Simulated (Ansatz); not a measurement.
Nudged elastic band, with input and output: BH$_{3}$Cl$_{2}$O (part 1 of 2)

System: BH$_{3}$Cl$_{2}$O.
Method: RKS PBE/def2-SVP (Ansatz 0.2.0).

The run did not end well. It belongs to a series of runs on one base structure; here: band between the two ends.

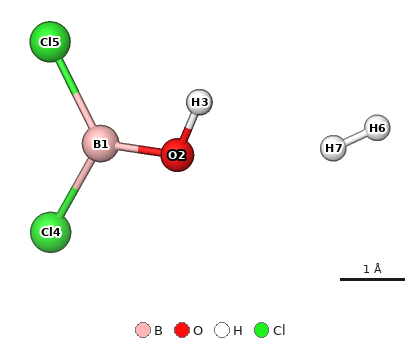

*The starting structure (ball-and-stick view, seen at a tilt; atoms are numbered from 1 in the order of the input).*

Bond lengths as drawn: B–Cl 1.76 to 1.78 Å, B–O 1.35 Å, H–H 0.77 Å and H–O 0.98 Å.

**Input file**
```yaml
crystal:
  periodic: [false, false, false]
  atoms:
    - { symbol: B, position_ang: [-0.0804, -0.786443, -0.165964] }
    - { symbol: O, position_ang: [0.058776, -0.165179, 1.02879] }
    - { symbol: H, position_ang: [-0.798357, 0.113951, 1.403125] }
    - { symbol: Cl, position_ang: [1.364128, -1.369289, -0.982975] }
    - { symbol: Cl, position_ang: [-1.677301, -1.025857, -0.903032] }
    - { symbol: H, position_ang: [0.30488, 3.080728, 1.814355] }
    - { symbol: H, position_ang: [0.495275, 2.370088, 1.591302] }
basis:
  gaussian: { orbitals: def2-SVP }
hamiltonian:
  xc: pbe
neb:
  order_check: false
  images: 7
  f_tol: 0.05
  max_iterations: 60
  optimiser: lbfgs
  climbing: immediate
  final_atoms:
    - { symbol: B, position_ang: [0.15167999, 0.39481073, -0.08911532] }
    - { symbol: O, position_ang: [0.10253046, 0.24418141, 1.60053017] }
    - { symbol: H, position_ang: [-0.71634756, -0.29349625, 1.73189187] }
    - { symbol: Cl, position_ang: [1.43073539, -0.75540372, -0.63386722] }
    - { symbol: Cl, position_ang: [-1.57899486, -0.08794293, -0.52512062] }
    - { symbol: H, position_ang: [0.39152151, 1.57823357, -0.24245067] }
    - { symbol: H, position_ang: [-0.11412394, 1.13761618, 1.9437328] }
  initial_path:
    images:
      - { positions_ang: [[-0.0804, -0.786443, -0.165964], [0.058776, -0.165179, 1.02879], [-0.798357, 0.113951, 1.403125], [1.364128, -1.369289, -0.982975], [-1.677301, -1.025857, -0.903032], [0.30488, 3.080728, 1.814355], [0.495275, 2.370088, 1.591302]] }
      - { positions_ang: [[-0.05888144, -0.61653601, -0.10459671], [0.0328657, -0.05888438, 1.22162086], [-0.84175487, 0.10477266, 1.5915094], [1.43353163, -1.11191989, -0.93074565], [-1.65222151, -0.83476119, -0.89859955], [0.31675241, 2.64317063, 1.42672251], [0.43670909, 2.09215718, 1.47969012]] }
      - { positions_ang: [[-0.03736288, -0.44662902, -0.04322941], [0.0069554, 0.04741024, 1.41445173], [-0.88515275, 0.09559433, 1.7798938], [1.50293526, -0.85455078, -0.87851629], [-1.62714202, -0.64366538, -0.89416709], [0.32862481, 2.20561325, 1.03909003], [0.37814318, 1.81422636, 1.36807824]] }
      - { positions_ang: [[-0.01584432, -0.27672203, 0.01813788], [-0.0189549, 0.15370486, 1.60728259], [-0.92855062, 0.08641599, 1.96827821], [1.57233889, -0.59718167, -0.82628694], [-1.60206253, -0.45256957, -0.88973464], [0.34049722, 1.76805588, 0.65145754], [0.31957727, 1.53629554, 1.25646636]] }
      - { positions_ang: [[0.00567424, -0.10681504, 0.07950517], [-0.0448652, 0.25999948, 1.80011346], [-0.97194849, 0.07723766, 2.15666261], [1.64174252, -0.33981256, -0.77405759], [-1.57698304, -0.26147376, -0.88530219], [0.35236962, 1.3304985, 0.26382506], [0.26101135, 1.25836471, 1.14485448]] }
      - { positions_ang: [[0.04217568, 0.0185914, 0.03735005], [-0.00801628, 0.25604496, 1.75021764], [-0.90804826, -0.01544582, 2.05046992], [1.58899074, -0.44371035, -0.73901], [-1.577486, -0.21809106, -0.79525679], [0.3621576, 1.39243227, 0.13725612], [0.16722753, 1.22817758, 1.34457406]] }
      - { positions_ang: [[0.07867712, 0.14399784, -0.00480507], [0.02883263, 0.25209044, 1.70032182], [-0.84414802, -0.10812929, 1.94427724], [1.53623895, -0.54760814, -0.70396241], [-1.57798895, -0.17470835, -0.7052114], [0.37194557, 1.45436604, 0.01068719], [0.07344371, 1.19799045, 1.54429364]] }
      - { positions_ang: [[0.11517855, 0.26940428, -0.0469602], [0.06568155, 0.24813593, 1.65042599], [-0.78024779, -0.20081277, 1.83808455], [1.48348717, -0.65150593, -0.66891482], [-1.5784919, -0.13132564, -0.61516601], [0.38173354, 1.51629981, -0.11588174], [-0.02034012, 1.16780332, 1.74401322]] }
      - { positions_ang: [[0.15167999, 0.39481073, -0.08911532], [0.10253046, 0.24418141, 1.60053017], [-0.71634756, -0.29349625, 1.73189187], [1.43073539, -0.75540372, -0.63386722], [-1.57899486, -0.08794293, -0.52512062], [0.39152151, 1.57823357, -0.24245067], [-0.11412394, 1.13761618, 1.9437328]] }
```

Launched with:
```bash
ansatz run input.yaml --threads 2 --pin off --max-ram 3072MiB --backend cpu --events-out ev --progress --plain --runs-dir out
```

**The program's output**
```
Engine: ansatz 0.2.0, aarch64-unknown-linux-gnu
Functional definition: PBE
  parameter kappa = 0.804
  parameter beta = 0.06672455060314922
  exchange = pbe_x(kappa = kappa, mu = beta*pi^2/3)
  correlation = pbe_c(beta = beta)
861 factors; their error is unknown
mean field evaluation 1: about -27792.4058 eV, gradient 5.0e1 eV
mean field evaluation 2: about -27769.2523 eV, gradient 1.2e2 eV
mean field evaluation 4: about -27796.9633 eV, gradient 5.1e0 eV
mean field evaluation 8: about -27797.0281 eV, gradient 2.6e-1 eV
mean field evaluation 16: about -27796.9907 eV, gradient 4.6e-5 eV
mean field -27796.99072335 eV, -1021.5205676060 hartree, gradient 4.6e-5 eV, S^2 0.000000; 0 other end points of the search recorded, 0 dependent functions left out
the calculation of the forces begins
reference -27796.99075425 eV, -1021.5205687417 hartree; 25, 25 occupied and 54, 54 virtual orbitals, 861 factors
861 factors; their error is unknown
mean field evaluation 32: about -27796.2091 eV, gradient 5.9e-5 eV
mean field -27796.20909007 eV, -1021.4918431130 hartree, gradient 5.9e-5 eV, S^2 0.000000; 0 other end points of the search recorded, 0 dependent functions left out
[... from here on the field's lines of each further geometry are left out, up to the last ...]
NEB iter   1: max|band force component| = 1.703e1 eV/Å  barrier→ = 3.3614 eV  barrier← = 2.5797 eV  CI = image 4  Δτ_max = 0.2000 Å  (230 SCF iters)
NEB iter   2: max|band force component| = 4.046e0 eV/Å  barrier→ = 3.0552 eV  barrier← = 2.2735 eV  CI = image 4  Δτ_max = 0.0429 Å  (197 SCF iters)
NEB iter   3: max|band force component| = 3.479e0 eV/Å  barrier→ = 2.8575 eV  barrier← = 2.0758 eV  CI = image 4  Δτ_max = 0.2000 Å  (196 SCF iters)
NEB iter   4: max|band force component| = 3.841e0 eV/Å  barrier→ = 2.1291 eV  barrier← = 1.3474 eV  CI = image 4  Δτ_max = 0.0587 Å  (203 SCF iters)
NEB iter   5: max|band force component| = 1.666e0 eV/Å  barrier→ = 2.0244 eV  barrier← = 1.2428 eV  CI = image 4  Δτ_max = 0.0256 Å  (192 SCF iters)
NEB iter   6: max|band force component| = 1.304e0 eV/Å  barrier→ = 1.9563 eV  barrier← = 1.1747 eV  CI = image 4  Δτ_max = 0.0766 Å  (195 SCF iters)
NEB iter   7: max|band force component| = 1.252e0 eV/Å  barrier→ = 1.7977 eV  barrier← = 1.0161 eV  CI = image 4  Δτ_max = 0.0629 Å  (193 SCF iters)
NEB iter   8: max|band force component| = 1.658e0 eV/Å  barrier→ = 1.7910 eV  barrier← = 1.0094 eV  CI = image 4  Δτ_max = 0.0294 Å  (192 SCF iters)
NEB iter   9: max|band force component| = 6.338e-1 eV/Å  barrier→ = 1.7709 eV  barrier← = 0.9893 eV  CI = image 4  Δτ_max = 0.0099 Å  (198 SCF iters)
NEB iter  10: max|band force component| = 5.955e-1 eV/Å  barrier→ = 1.7614 eV  barrier← = 0.9797 eV  CI = image 4  Δτ_max = 0.0717 Å  (185 SCF iters)
NEB iter  11: max|band force component| = 4.955e-1 eV/Å  barrier→ = 1.7113 eV  barrier← = 0.9297 eV  CI = image 4  Δτ_max = 0.0556 Å  (197 SCF iters)
NEB iter  12: max|band force component| = 2.294e0 eV/Å  barrier→ = 1.7222 eV  barrier← = 0.9406 eV  CI = image 4  Δτ_max = 0.0423 Å  (194 SCF iters)
NEB iter  13: max|band force component| = 1.076e0 eV/Å  barrier→ = 1.7205 eV  barrier← = 0.9388 eV  CI = image 4  Δτ_max = 0.0107 Å  (196 SCF iters)
NEB iter  14: max|band force component| = 5.515e-1 eV/Å  barrier→ = 1.7187 eV  barrier← = 0.9371 eV  CI = image 4  Δτ_max = 0.0172 Å  (186 SCF iters)
NEB iter  15: max|band force component| = 4.499e-1 eV/Å  barrier→ = 1.7132 eV  barrier← = 0.9315 eV  CI = image 4  Δτ_max = 0.0311 Å  (196 SCF iters)
NEB iter  16: max|band force component| = 7.463e-1 eV/Å  barrier→ = 1.7008 eV  barrier← = 0.9192 eV  CI = image 4  Δτ_max = 0.0133 Å  (192 SCF iters)
NEB iter  17: max|band force component| = 3.318e-1 eV/Å  barrier→ = 1.6994 eV  barrier← = 0.9177 eV  CI = image 4  Δτ_max = 0.0024 Å  (183 SCF iters)
NEB iter  18: max|band force component| = 2.108e-1 eV/Å  barrier→ = 1.6986 eV  barrier← = 0.9170 eV  CI = image 4  Δτ_max = 0.0244 Å  (144 SCF iters)
NEB iter  19: max|band force component| = 3.149e-1 eV/Å  barrier→ = 1.6961 eV  barrier← = 0.9145 eV  CI = image 4  Δτ_max = 0.0063 Å  (192 SCF iters)
NEB iter  20: max|band force component| = 1.866e-1 eV/Å  barrier→ = 1.6955 eV  barrier← = 0.9138 eV  CI = image 4  Δτ_max = 0.0037 Å  (183 SCF iters)
NEB iter  21: max|band force component| = 2.149e-1 eV/Å  barrier→ = 1.6949 eV  barrier← = 0.9132 eV  CI = image 4  Δτ_max = 0.0042 Å  (164 SCF iters)
NEB iter  22: max|band force component| = 1.767e-1 eV/Å  barrier→ = 1.6946 eV  barrier← = 0.9130 eV  CI = image 4  Δτ_max = 0.0051 Å  (152 SCF iters)
NEB iter  23: max|band force component| = 2.559e-1 eV/Å  barrier→ = 1.6941 eV  barrier← = 0.9125 eV  CI = image 4  Δτ_max = 0.0051 Å  (150 SCF iters)
NEB iter  24: max|band force component| = 1.767e-1 eV/Å  barrier→ = 1.6939 eV  barrier← = 0.9123 eV  CI = image 4  Δτ_max = 0.0034 Å  (157 SCF iters)
NEB iter  25: max|band force component| = 1.871e-1 eV/Å  barrier→ = 1.6937 eV  barrier← = 0.9120 eV  CI = image 4  Δτ_max = 0.0037 Å  (140 SCF iters)
NEB iter  26: max|band force component| = 1.674e-1 eV/Å  barrier→ = 1.6935 eV  barrier← = 0.9119 eV  CI = image 4  Δτ_max = 0.0049 Å  (149 SCF iters)
NEB iter  27: max|band force component| = 2.391e-1 eV/Å  barrier→ = 1.6932 eV  barrier← = 0.9116 eV  CI = image 4  Δτ_max = 0.0047 Å  (147 SCF iters)
NEB iter  28: max|band force component| = 1.664e-1 eV/Å  barrier→ = 1.6930 eV  barrier← = 0.9114 eV  CI = image 4  Δτ_max = 0.0032 Å  (146 SCF iters)
NEB iter  29: max|band force component| = 1.712e-1 eV/Å  barrier→ = 1.6928 eV  barrier← = 0.9112 eV  CI = image 4  Δτ_max = 0.0034 Å  (129 SCF iters)
NEB iter  30: max|band force component| = 1.578e-1 eV/Å  barrier→ = 1.6927 eV  barrier← = 0.9111 eV  CI = image 4  Δτ_max = 0.0046 Å  (143 SCF iters)
NEB iter  31: max|band force component| = 2.246e-1 eV/Å  barrier→ = 1.6924 eV  barrier← = 0.9108 eV  CI = image 4  Δτ_max = 0.0043 Å  (147 SCF iters)
NEB iter  32: max|band force component| = 1.566e-1 eV/Å  barrier→ = 1.6923 eV  barrier← = 0.9107 eV  CI = image 4  Δτ_max = 0.0030 Å  (145 SCF iters)
NEB iter  33: max|band force component| = 1.589e-1 eV/Å  barrier→ = 1.6922 eV  barrier← = 0.9105 eV  CI = image 4  Δτ_max = 0.0032 Å  (129 SCF iters)
NEB iter  34: max|band force component| = 1.485e-1 eV/Å  barrier→ = 1.6920 eV  barrier← = 0.9104 eV  CI = image 4  Δτ_max = 0.0043 Å  (142 SCF iters)
NEB iter  35: max|band force component| = 2.104e-1 eV/Å  barrier→ = 1.6918 eV  barrier← = 0.9102 eV  CI = image 4  Δτ_max = 0.0040 Å  (145 SCF iters)
NEB iter  36: max|band force component| = 1.473e-1 eV/Å  barrier→ = 1.6917 eV  barrier← = 0.9101 eV  CI = image 4  Δτ_max = 0.0029 Å  (146 SCF iters)
NEB iter  37: max|band force component| = 1.487e-1 eV/Å  barrier→ = 1.6916 eV  barrier← = 0.9100 eV  CI = image 4  Δτ_max = 0.0030 Å  (129 SCF iters)
NEB iter  38: max|band force component| = 1.399e-1 eV/Å  barrier→ = 1.6915 eV  barrier← = 0.9099 eV  CI = image 4  Δτ_max = 0.0040 Å  (142 SCF iters)
NEB iter  39: max|band force component| = 1.967e-1 eV/Å  barrier→ = 1.6913 eV  barrier← = 0.9097 eV  CI = image 4  Δτ_max = 0.0038 Å  (143 SCF iters)
NEB iter  40: max|band force component| = 1.387e-1 eV/Å  barrier→ = 1.6912 eV  barrier← = 0.9096 eV  CI = image 4  Δτ_max = 0.0027 Å  (145 SCF iters)
NEB iter  41: max|band force component| = 1.398e-1 eV/Å  barrier→ = 1.6911 eV  barrier← = 0.9095 eV  CI = image 4  Δτ_max = 0.0028 Å  (130 SCF iters)
NEB iter  42: max|band force component| = 1.319e-1 eV/Å  barrier→ = 1.6910 eV  barrier← = 0.9094 eV  CI = image 4  Δτ_max = 0.0037 Å  (143 SCF iters)
NEB iter  43: max|band force component| = 1.836e-1 eV/Å  barrier→ = 1.6909 eV  barrier← = 0.9092 eV  CI = image 4  Δτ_max = 0.0035 Å  (142 SCF iters)
NEB iter  44: max|band force component| = 1.308e-1 eV/Å  barrier→ = 1.6908 eV  barrier← = 0.9092 eV  CI = image 4  Δτ_max = 0.0026 Å  (144 SCF iters)
NEB iter  45: max|band force component| = 1.320e-1 eV/Å  barrier→ = 1.6907 eV  barrier← = 0.9091 eV  CI = image 4  Δτ_max = 0.0027 Å  (128 SCF iters)
NEB iter  46: max|band force component| = 1.245e-1 eV/Å  barrier→ = 1.6906 eV  barrier← = 0.9090 eV  CI = image 4  Δτ_max = 0.0035 Å  (142 SCF iters)
NEB iter  47: max|band force component| = 1.714e-1 eV/Å  barrier→ = 1.6905 eV  barrier← = 0.9089 eV  CI = image 4  Δτ_max = 0.0033 Å  (130 SCF iters)
NEB iter  48: max|band force component| = 1.235e-1 eV/Å  barrier→ = 1.6905 eV  barrier← = 0.9088 eV  CI = image 4  Δτ_max = 0.0025 Å  (143 SCF iters)
NEB iter  49: max|band force component| = 1.251e-1 eV/Å  barrier→ = 1.6904 eV  barrier← = 0.9087 eV  CI = image 4  Δτ_max = 0.0025 Å  (128 SCF iters)
NEB iter  50: max|band force component| = 1.177e-1 eV/Å  barrier→ = 1.6903 eV  barrier← = 0.9087 eV  CI = image 4  Δτ_max = 0.0032 Å  (137 SCF iters)
NEB iter  51: max|band force component| = 1.600e-1 eV/Å  barrier→ = 1.6902 eV  barrier← = 0.9086 eV  CI = image 4  Δτ_max = 0.0030 Å  (129 SCF iters)
NEB iter  52: max|band force component| = 1.168e-1 eV/Å  barrier→ = 1.6902 eV  barrier← = 0.9085 eV  CI = image 4  Δτ_max = 0.0024 Å  (139 SCF iters)
NEB iter  53: max|band force component| = 1.189e-1 eV/Å  barrier→ = 1.6901 eV  barrier← = 0.9085 eV  CI = image 4  Δτ_max = 0.0024 Å  (128 SCF iters)
NEB iter  54: max|band force component| = 1.114e-1 eV/Å  barrier→ = 1.6900 eV  barrier← = 0.9084 eV  CI = image 4  Δτ_max = 0.0030 Å  (138 SCF iters)
NEB iter  55: max|band force component| = 1.495e-1 eV/Å  barrier→ = 1.6900 eV  barrier← = 0.9083 eV  CI = image 4  Δτ_max = 0.0028 Å  (130 SCF iters)
NEB iter  56: max|band force component| = 1.106e-1 eV/Å  barrier→ = 1.6899 eV  barrier← = 0.9083 eV  CI = image 4  Δτ_max = 0.0023 Å  (138 SCF iters)
NEB iter  57: max|band force component| = 1.134e-1 eV/Å  barrier→ = 1.6899 eV  barrier← = 0.9082 eV  CI = image 4  Δτ_max = 0.0023 Å  (129 SCF iters)
NEB iter  58: max|band force component| = 1.055e-1 eV/Å  barrier→ = 1.6898 eV  barrier← = 0.9082 eV  CI = image 4  Δτ_max = 0.0028 Å  (138 SCF iters)
NEB iter  59: max|band force component| = 1.398e-1 eV/Å  barrier→ = 1.6897 eV  barrier← = 0.9081 eV  CI = image 4  Δτ_max = 0.0027 Å  (129 SCF iters)
the calculation of the forces begins
reference -27796.04937592 eV, -1021.4859737260 hartree; 25, 25 occupied and 54, 54 virtual orbitals, 861 factors
these checks for a lower state are left out or cut short: starts, cluster_reference, orbital_swaps, neighbouring_geometries, increment
861 factors; their error is unknown
mean field -27796.19303555 eV, -1021.4912531202 hartree, gradient 7.5e-5 eV, S^2 0.000000; 0 other end points of the search recorded, 0 dependent functions left out
the calculation of the forces begins
reference -27796.19306235 eV, -1021.4912541051 hartree; 25, 25 occupied and 54, 54 virtual orbitals, 861 factors
NEB iter  60: max|band force component| = 1.049e-1 eV/Å  barrier→ = 1.6897 eV  barrier← = 0.9081 eV  CI = image 4  Δτ_max = 0.0022 Å  (139 SCF iters)
```
